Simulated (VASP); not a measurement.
# A VASP study of LaBi (r2SCAN + rVV10): structure first, properties next

Aim: relax LaBi with r2SCAN + rVV10, compute its properties on that cell and hold them against experiment. The steps: full relaxation (r2SCAN + rVV10), second relaxation, single point with fields (r2SCAN + rVV10), bands along the symmetry lines (r2SCAN + rVV10), total and projected DOS (r2SCAN + rVV10), volume scan with r2SCAN + rVV10, fit for r2SCAN + rVV10 and bands along the symmetry lines (r2SCAN + rVV10 + SOC). The start is a computed cell from the Materials Project.

Program: VASP 6.6.1. Level of theory: r2SCAN with rVV10; plane waves and PAW (La, Bi_d), in the first sound run; inputs show where later runs differ. Results are calculated unless marked as measured.

The experiments to compare with:

For LaBi, rock salt (B1) (powder from In-flux crystals, neon medium), “Tuning the electronic and the crystalline structure of LaBi by pressure” (2016, arxiv:1607.03560) gives, by high-pressure synchrotron XRD: bulk modulus (Birch-Murnaghan fit, reference pressure 0) 52 ± 1 GPa [Birch-Murnaghan fit with P0 and V0 held fixed].

### Step 1. Set-up

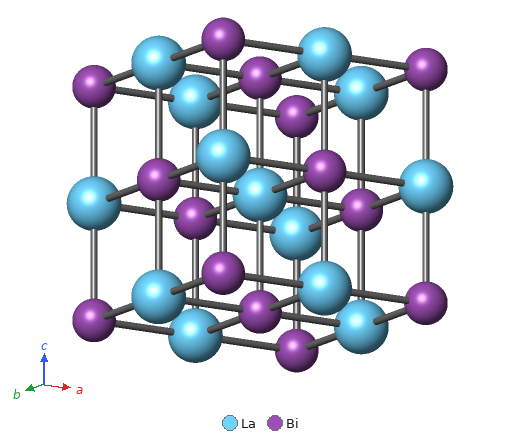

The starting structure, seen from a free direction (lanthanum blue, bismuth purple). This picture shows the conventional cell, with its axes. Some periodic images of atoms are drawn too.

Structure file:

```cif
data_structure
_symmetry_space_group_name_H-M 'Fm-3m'
_symmetry_Int_Tables_number 225
_cell_length_a 6.6632
_cell_length_b 6.6632
_cell_length_c 6.6632
_cell_angle_alpha 90.000
_cell_angle_beta 90.000
_cell_angle_gamma 90.000
_cell_volume 295.83
loop_
_atom_site_label
_atom_site_type_symbol
_atom_site_symmetry_multiplicity
_atom_site_Wyckoff_symbol
_atom_site_fract_x
_atom_site_fract_y
_atom_site_fract_z
_atom_site_occupancy
La1 La 4 b 0.50000 0.00000 0.00000 1
Bi1 Bi 4 a 0.00000 0.00000 0.00000 1
```

### Step 2. Full relaxation (r2SCAN + rVV10)

The start need not lie at this functional's minimum. ISIF = 3 frees volume, shape and positions, and EDIFFG sets the threshold on forces and stress at which the search stops. r2SCAN adds the kinetic-energy density, costs more than a GGA and is run with LASPH. LUSE_VDW switches on a nonlocal correlation term for dispersion.

INCAR reads:

```
SYSTEM = LaBi
PREC = Accurate
ENCUT = 400
EDIFF = 1E-06
NELM = 100
ISMEAR = 1
SIGMA = 0.2
LREAL = .FALSE.
ALGO = Normal
METAGGA = R2SCAN
LUSE_VDW = .TRUE.
IVDW_NL = 2
BPARAM = 11.95
CPARAM = 0.0093
LASPH = .TRUE.
NBANDS = 19
LORBIT = 11
LWAVE = .FALSE.
LCHARG = .FALSE.
KPAR = 2
IBRION = 2
NSW = 60
ISIF = 3
EDIFFG = -0.01
```

POSCAR reads:

```
LaBi
1.0
    0.0000000000      3.3315977332      3.3315977332
    3.3315977332      0.0000000000      3.3315977332
    3.3315977332      3.3315977332      0.0000000000
La Bi
1 1
Direct
    0.5000000000      0.5000000000      0.5000000000
    0.0000000000      0.0000000000      0.0000000000
```

KPOINTS reads:

```
Automatic mesh
0
Gamma
6 6 6
0 0 0
```

Potentials, in the order of the species: La and Bi_d (PBE family, release 64).

Command:

```bash
mpirun -np 2 vasp_std
```

The log of the run:

```text
[banner, memory and clock lines left out]
running    2 mpi-ranks, on    1 nodes
 distrk:  each k-point on    1 cores,    2 groups
 distr:  one band on    1 cores,    1 groups

 POSCAR found type information on POSCAR LaBi
 POSCAR found :  2 types and       2 ions
|                                                                             |
|               ----> ADVICE to this user running VASP <----                  |
|                                                                             |
|     You have switched on vdW-DFT.                                           |
|     This routine was written and supplied by Jiri Klimes. We recommend      |
|     that you carefully read and cite the following publications:            |
|       J. Klimes, D.R. Bowler, A. Michelides                                 |
|          J. Phys.: Cond Matt. 22 022201 (2010)                              |
|       J. Klimes, D.R. Bowler, A. Michelides                                 |
|          Phys. Rev. B. 83, 195131 (2011)                                    |
|     and references therein.                                                 |
|                                                                             |

|                                                                             |
|               ----> ADVICE to this user running VASP <----                  |
|                                                                             |
|     You enforced a specific xc type in the INCAR file but a different       |
|     [... a line on the potential file left out ...]
|     I HOPE YOU KNOW WHAT YOU ARE DOING!                                     |
|                                                                             |

 LDA part: xc-table for (None), standard interpolation
 POSCAR, INCAR and KPOINTS ok, starting setup
 FFT: planning ... GRIDC
 FFT: planning ... GRID_SOFT
 FFT: planning ... GRID
 WAVECAR not read
 entering main loop
       N       E                     dE             d eps       ncg     rms          rms(c)
Total rVV10 correction in eV:      0.5955604    27.5306049
Total rVV10 correction in eV:      0.5955604    27.5306049
DAV:   1     0.191401516068E+03    0.19140E+03   -0.10092E+04   608   0.159E+03
DAV:   2    -0.659727541549E+02   -0.25737E+03   -0.25181E+03   768   0.373E+02
DAV:   3    -0.946247144119E+02   -0.28652E+02   -0.28257E+02   816   0.160E+02
DAV:   4    -0.966611523732E+02   -0.20364E+01   -0.20338E+01  1160   0.358E+01
DAV:   5    -0.967719242494E+02   -0.11077E+00   -0.11074E+00   930   0.556E+00    0.340E+00
Total rVV10 correction in eV:      0.5991605    27.5306048
Total rVV10 correction in eV:      0.5991605    27.5306048
DAV:   6    -0.902239260825E+02    0.65480E+01   -0.18440E+00   879   0.162E+01    0.184E+00
Total rVV10 correction in eV:      0.6080866    27.5306049
Total rVV10 correction in eV:      0.6080866    27.5306049
DAV:   7    -0.902434070704E+02   -0.19481E-01   -0.39710E-01  1184   0.446E+00    0.962E-01
Total rVV10 correction in eV:      0.6135608    27.5306076
Total rVV10 correction in eV:      0.6135608    27.5306076
DAV:   8    -0.902577861752E+02   -0.14379E-01   -0.25120E-02  1040   0.136E+00    0.426E-01
Total rVV10 correction in eV:      0.6168523    27.5307785
Total rVV10 correction in eV:      0.6168523    27.5307785
DAV:   9    -0.902626625198E+02   -0.48763E-02   -0.21366E-02  1136   0.156E+00    0.115E-01
Total rVV10 correction in eV:      0.6170819    27.5308346
Total rVV10 correction in eV:      0.6170819    27.5308346
DAV:  10    -0.902628140576E+02   -0.15154E-03   -0.92895E-04   981   0.203E-01    0.693E-02
Total rVV10 correction in eV:      0.6169688    27.5308667
Total rVV10 correction in eV:      0.6169688    27.5308667
DAV:  11    -0.902628005658E+02    0.13492E-04   -0.55822E-04  1056   0.253E-01    0.208E-02
Total rVV10 correction in eV:      0.6170020    27.5308748
Total rVV10 correction in eV:      0.6170020    27.5308748
DAV:  12    -0.902628221703E+02   -0.21604E-04   -0.16911E-05   975   0.327E-02    0.157E-02
Total rVV10 correction in eV:      0.6170681    27.5308984
Total rVV10 correction in eV:      0.6170681    27.5308984
DAV:  13    -0.902628737758E+02   -0.51606E-04   -0.55080E-05   928   0.592E-02    0.325E-03
Total rVV10 correction in eV:      0.6170573    27.5308975
Total rVV10 correction in eV:      0.6170573    27.5308975
DAV:  14    -0.902628723350E+02    0.14408E-05   -0.42295E-06  1133   0.158E-02    0.316E-03
Total rVV10 correction in eV:      0.6170632    27.5309019
Total rVV10 correction in eV:      0.6170632    27.5309019
DAV:  15    -0.902628795981E+02   -0.72631E-05   -0.23762E-06   864   0.938E-03    0.116E-03
Total rVV10 correction in eV:      0.6170571    27.5309023
Total rVV10 correction in eV:      0.6170571    27.5309023
DAV:  16    -0.902628801490E+02   -0.55089E-06   -0.25214E-07   624   0.586E-03
Total rVV10 correction in eV:      0.6170562    27.5309030
Total rVV10 correction in eV:      0.6170562    27.5309030
Total rVV10 correction in eV:      0.6170561    27.5309025
Total rVV10 correction in eV:      0.6170561    27.5309025
   1 F= -.90262880E+02 E0= -.90263191E+02  d E =-.902629E+02
 curvature:   0.00 expect dE= 0.000E+00 dE for cont linesearch  0.000E+00
 trial: gam= 0.00000 g(F)=  0.516E-50 g(S)=  0.103E-01 ort = 0.000E+00 (trialstep = 0.100E+01)
 search vector abs. value=  0.103E-01
 bond charge predicted
       N       E                     dE             d eps       ncg     rms          rms(c)
Total rVV10 correction in eV:      0.6180052    27.5309452
Total rVV10 correction in eV:      0.6180052    27.5309452
DAV:   1    -0.904413725918E+02   -0.17849E+00   -0.54796E+00   859   0.285E+01    0.220E+00
Total rVV10 correction in eV:      0.6128528    27.5309638
Total rVV10 correction in eV:      0.6128528    27.5309638
DAV:   2    -0.902922348133E+02    0.14914E+00   -0.37523E-01   889   0.812E+00    0.908E-01
Total rVV10 correction in eV:      0.6096747    27.5309933
Total rVV10 correction in eV:      0.6096747    27.5309933
DAV:   3    -0.902638582616E+02    0.28377E-01   -0.13108E-01   914   0.444E+00    0.993E-02
Total rVV10 correction in eV:      0.6095355    27.5309764
Total rVV10 correction in eV:      0.6095355    27.5309764
DAV:   4    -0.902643846782E+02   -0.52642E-03   -0.53510E-03   964   0.687E-01    0.758E-02
Total rVV10 correction in eV:      0.6090060    27.5309318
Total rVV10 correction in eV:      0.6090060    27.5309318
DAV:   5    -0.902641443645E+02    0.24031E-03   -0.12862E-03   930   0.349E-01    0.300E-02
Total rVV10 correction in eV:      0.6088440    27.5309216
Total rVV10 correction in eV:      0.6088440    27.5309216
DAV:   6    -0.902641658163E+02   -0.21452E-04   -0.17073E-04  1074   0.123E-01    0.116E-02
Total rVV10 correction in eV:      0.6087742    27.5309171
Total rVV10 correction in eV:      0.6087742    27.5309171
DAV:   7    -0.902641612757E+02    0.45406E-05   -0.23702E-05  1115   0.348E-02    0.806E-03
Total rVV10 correction in eV:      0.6087133    27.5309065
Total rVV10 correction in eV:      0.6087133    27.5309065
DAV:   8    -0.902641513599E+02    0.99158E-05   -0.22660E-05  1092   0.433E-02    0.282E-03
Total rVV10 correction in eV:      0.6087068    27.5309036
Total rVV10 correction in eV:      0.6087068    27.5309036
DAV:   9    -0.902641468307E+02    0.45292E-05   -0.17532E-06   700   0.123E-02    0.161E-03
Total rVV10 correction in eV:      0.6087107    27.5309047
Total rVV10 correction in eV:      0.6087107    27.5309047
DAV:  10    -0.902641487181E+02   -0.18874E-05   -0.74543E-07   695   0.626E-03    0.462E-04
Total rVV10 correction in eV:      0.6087094    27.5309042
Total rVV10 correction in eV:      0.6087094    27.5309042
DAV:  11    -0.902641478351E+02    0.88298E-06   -0.73565E-08   446   0.362E-03
Total rVV10 correction in eV:      0.6087107    27.5309041
Total rVV10 correction in eV:      0.6087107    27.5309041
Total rVV10 correction in eV:      0.6087105    27.5309042
Total rVV10 correction in eV:      0.6087105    27.5309042
   2 F= -.90264148E+02 E0= -.90264715E+02  d E =-.126769E-02
 trial-energy change:   -0.001268  1 .order   -0.001162   -0.010256    0.007933
 step:   0.5724(harm=  0.5639)  dis= 0.00000  next Energy=   -90.265836 (dE=-0.296E-02)
 bond charge predicted
       N       E                     dE             d eps       ncg     rms          rms(c)
Total rVV10 correction in eV:      0.6083076    27.5308895
Total rVV10 correction in eV:      0.6083076    27.5308895
DAV:   1    -0.902978718026E+02   -0.33723E-01   -0.10236E+00   837   0.127E+01    0.933E-01
Total rVV10 correction in eV:      0.6105181    27.5308800
Total rVV10 correction in eV:      0.6105181    27.5308800
DAV:   2    -0.902710084634E+02    0.26863E-01   -0.66881E-02   939   0.341E+00    0.387E-01
Total rVV10 correction in eV:      0.6118972    27.5308717
Total rVV10 correction in eV:      0.6118972    27.5308717
DAV:   3    -0.902657302573E+02    0.52782E-02   -0.24195E-02   920   0.191E+00    0.413E-02
Total rVV10 correction in eV:      0.6119347    27.5308755
Total rVV10 correction in eV:      0.6119347    27.5308755
DAV:   4    -0.902657771394E+02   -0.46882E-04   -0.77482E-04   952   0.257E-01    0.317E-02
Total rVV10 correction in eV:      0.6121439    27.5308838
Total rVV10 correction in eV:      0.6121439    27.5308838
DAV:   5    -0.902658026270E+02   -0.25488E-04   -0.25626E-04  1046   0.140E-01    0.166E-02
Total rVV10 correction in eV:      0.6122144    27.5308910
Total rVV10 correction in eV:      0.6122144    27.5308910
DAV:   6    -0.902658170267E+02   -0.14400E-04   -0.43930E-05  1119   0.533E-02    0.750E-03
Total rVV10 correction in eV:      0.6122680    27.5308966
Total rVV10 correction in eV:      0.6122680    27.5308966
DAV:   7    -0.902658296483E+02   -0.12622E-04   -0.10556E-05  1103   0.278E-02    0.471E-03
Total rVV10 correction in eV:      0.6123018    27.5309021
Total rVV10 correction in eV:      0.6123018    27.5309021
DAV:   8    -0.902658389877E+02   -0.93394E-05   -0.81795E-06  1097   0.212E-02    0.145E-03
Total rVV10 correction in eV:      0.6122953    27.5309025
Total rVV10 correction in eV:      0.6122953    27.5309025
DAV:   9    -0.902658392517E+02   -0.26391E-06   -0.58886E-07   479   0.756E-03
Total rVV10 correction in eV:      0.6122913    27.5309031
Total rVV10 correction in eV:      0.6122913    27.5309031
Total rVV10 correction in eV:      0.6122943    27.5309033
Total rVV10 correction in eV:      0.6122943    27.5309033
   3 F= -.90265839E+02 E0= -.90266294E+02  d E =-.295910E-02
 curvature:  -0.28 expect dE=-0.301E-06 dE for cont linesearch -0.301E-06
 trial: gam=-0.01010 g(F)=  0.103E-50 g(S)=  0.107E-05 ort = 0.105E-03 (trialstep = 0.914E+00)
 search vector abs. value=  0.211E-09
 reached required accuracy - stopping structural energy minimisation
```

Wall time 3.5 min (2 MPI ranks of AMD EPYC 7R43, shared host); peak memory 0.59 GiB.

The logs omit lines about the potential files and the build; timing stands in the text.

Parts of OUTCAR (step 2):

```text
ion  position               nearest neighbor table
   1  0.500  0.500  0.500-   2 3.33   2 3.33   2 3.33   2 3.33   2 3.33   2 3.33
   2  0.000  0.000  0.000-   1 3.33   1 3.33   1 3.33   1 3.33   1 3.33   1 3.33

  LATTYP: Found a face centered cubic cell.
 ALAT       =     6.6631954664

 Subroutine GETGRP returns: Found 48 space group operations
 (whereof 48 operations were pure point group operations)

The static configuration has the point symmetry O_h .

 Found     16 irreducible k-points:

   k-points           NKPTS =     16   k-points in BZ     NKDIM =     16   number of bands    NBANDS=     19

   dimension x,y,z NGX =    32 NGY =   32 NGZ =   32
   dimension x,y,z NGXF=    64 NGYF=   64 NGZF=   64

   ENCUT  =  400.0 eV  29.40 Ry    5.42 a.u.   7.68  7.68  7.68*2*pi/ulx,y,z

   NELECT =      26.0000    total number of electrons

 k-points in reciprocal lattice and weights: Automatic mesh
   0.00000000  0.00000000  0.00000000       0.005
   0.16666667  0.00000000  0.00000000       0.037
   0.33333333  0.00000000  0.00000000       0.037
   0.50000000  0.00000000  0.00000000       0.019
   0.16666667  0.16666667  0.00000000       0.028
   0.33333333  0.16666667  0.00000000       0.111
   0.50000000  0.16666667  0.00000000       0.111
  -0.33333333  0.16666667  0.00000000       0.111
  -0.16666667  0.16666667  0.00000000       0.056
[...]
-0.33333333  0.33333333  0.16666667       0.111
  -0.33333333  0.50000000  0.16666667       0.056

 average (electrostatic) potential at core
       1-103.4767       2-109.4809

 E-fermi :   6.7053

 k-point     1 :       0.0000    0.0000    0.0000
  band No.  band energies     occupation
    ...
      6     -15.4724      2.00000
      7     -10.5359      2.00000
      8     -10.5359      2.00000
      9     -10.5359      2.00000
     10      -4.1824      2.00000
     11       6.8547      0.04943
     12       6.8547      0.04943
     13       6.8547      0.04943
     14       8.0777     -0.00000
     15       8.0777     -0.00000
    ...

 k-point     2 :       0.1667    0.0000    0.0000
  band No.  band energies     occupation
    ...
      9     -10.5259      2.00000
     10      -3.9439      2.00000
     11       5.5110      2.00000
     12       6.0883      2.00012
     13       6.0883      2.00012
     14       8.1421     -0.00000
     15       8.3488     -0.00000
     16       8.3488     -0.00000
     17       8.9276     -0.00000
     18       8.9586     -0.00000
    ...

 k-point     3 :       0.3333    0.0000    0.0000
  band No.  band energies     occupation
    ...
      9     -10.5059      2.00000
     10      -3.4348      2.00000
     11       3.9306      2.00000
     12       5.2189      2.00000
     13       5.2189      2.00000
     14       8.3855     -0.00000
     15       8.7596     -0.00000
     16       8.7596     -0.00000
     17       9.0212     -0.00000
     18       9.0212     -0.00000
    ...

  Total       -0.0038415     -0.0038415     -0.0038415     -0.0000000     -0.0000000      0.0000000
  in kB       -0.0845296     -0.0845296     -0.0845296     -0.0000000     -0.0000000      0.0000000
  external PRESSURE =      -0.0845296 kB  Pullay stress =       0.0000000 kB

  energy-cutoff  :      400.00
  volume of cell :       72.81
      direct lattice vectors                 reciprocal lattice vectors
    -0.000000000  3.314279395  3.314279395    -0.150862357  0.150862357  0.150862357
     3.314279395 -0.000000000  3.314279395     0.150862357 -0.150862357  0.150862357
     3.314279395  3.314279395  0.000000000     0.150862357  0.150862357 -0.150862357

 POSITION                                       TOTAL-FORCE (eV/Angst)
 -----------------------------------------------------------------------------------
      3.31428      3.31428      3.31428         0.000000      0.000000     -0.000000
      0.00000      0.00000      0.00000         0.000000      0.000000      0.000000
 -----------------------------------------------------------------------------------
    total drift:                               -0.000000     -0.000000      0.000000

  FREE ENERGIE OF THE ION-ELECTRON SYSTEM (eV)
  ---------------------------------------------------
  free  energy   TOTEN  =       -90.2658392517 eV

  energy  without entropy=      -90.2672030006  energy(sigma->0) =      -90.26629383

 reached required accuracy - stopping structural energy minimisation

 total charge
# of ion       s       p       d       f       tot
--------------------------------------------------
    1        1.987   5.672   0.642   0.112   8.414
    2        1.392   1.782   9.859   0.000  13.034
--------------------------------------------------
tot          3.380   7.454  10.501   0.112  21.447

[... 3 further parts left out ...]
```

CONTCAR:

```
LaBi
   1.00000000000000
    -0.0000000000000000    3.3142793947007219    3.3142793947007219
     3.3142793947007219   -0.0000000000000000    3.3142793947007219
     3.3142793947007219    3.3142793947007219    0.0000000000000000
  La              Bi
     1     1
Direct
     0.5000000000000000    0.5000000000000000    0.5000000000000000
     0.0000000000000000    0.0000000000000000    0.0000000000000000
```

The k-mesh is coarse for a metal. The PAW data sets were made with PBE, which is usual practice but a small mismatch for other functionals. The run keeps the 48 symmetry operations of its start, so it cannot find a distortion of lower symmetry.

Step by step:

```tsv
step	energy less that of the first step (eV)	largest force (eV/Å)	pressure (GPa)	volume (Å³)
1	0.0000	0.0000	-0.82	73.96
2	-0.0013	0.0000	0.65	71.96
3	-0.0030	0.0000	-0.01	72.81
```

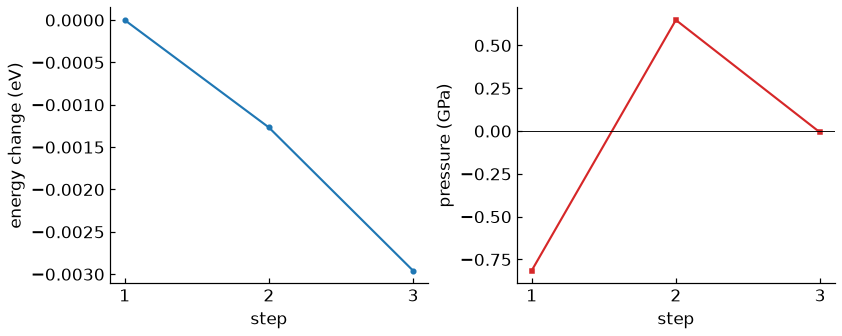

Energy and pressure along the relaxation.

```tsv
conventional cell, symmetrised	before	after	change
a (Å)	6.663	6.629	-0.5 %
b (Å)	6.663	6.629	-0.5 %
c (Å)	6.663	6.629	-0.5 %
volume (Å³/atom)	36.98	36.41	-1.6 %
```

Final coordinates:

```
La Bi
1.0
     0.00000    3.31428    3.31428
     3.31428    0.00000    3.31428
     3.31428    3.31428    0.00000
La Bi
1 1
Cartesian
  3.3143 3.3143 3.3143
  0.0000 0.0000 0.0000
```

Numbers from this step:

```
electrons                       : 26
bands                           : 19
irreducible k-points            : 16
symmetry operations             : 48
free energy (TOTEN)             : -90.2658 eV
energy at zero smearing         : -90.2663 eV
Fermi energy                    : 6.705 eV
pressure                        : -0.008453 GPa
metallic                        : yes
SCF cycles over all ionic steps : 36
```

It ends with forces that vanish by symmetry and a pressure of -0.01 GPa.

(Part 1 of 6 ends here.)

[Lines on the potential files, build, host, timing and source positions are cut from VASP's logs without a mark.]

[Logs are printed without paths, hosts, clocks, repeated set-up lines and the standing remarks that a program may print on its own settings, such as how far it seeks lower states.]

[Hosts, paths, dates, database ids (printed as entryN), source tags and the programs' standing remarks are cut or masked in the printed files.]

[A measured line is paired with the nearest computed mode of its activity, which favours agreement.]
